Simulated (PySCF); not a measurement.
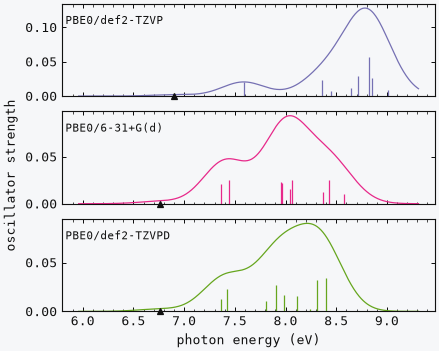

Vertical TDDFT spectra of C₃H₁₀OSi, SMILES CC(C)O[SiH3] at one geometry and several levels (PySCF, at a PBE0-D3(BJ)/def2-SVP geometry (no frequency check)); sticks with Gaussians of 1/e half-width 0.30 eV, the triangle marks S1, which has the same leading orbital pair at all these levels. Only the lowest states were computed, so the high end is incomplete.

Question: How far does S1 move with the level of theory?

Answer: From lowest to highest: PBE0/def2-TZVPD 6.76 eV, PBE0/6-31+G(d) 6.76 eV, PBE0/def2-TZVP 6.90 eV; a spread of 0.14 eV.

Limits of at least one run: core orbitals are frozen in the response; def2-TZVP has no diffuse functions, so states with Rydberg character are missing or too high; one conformer of a flexible molecule; states above the negative HOMO energy depend on the basis.
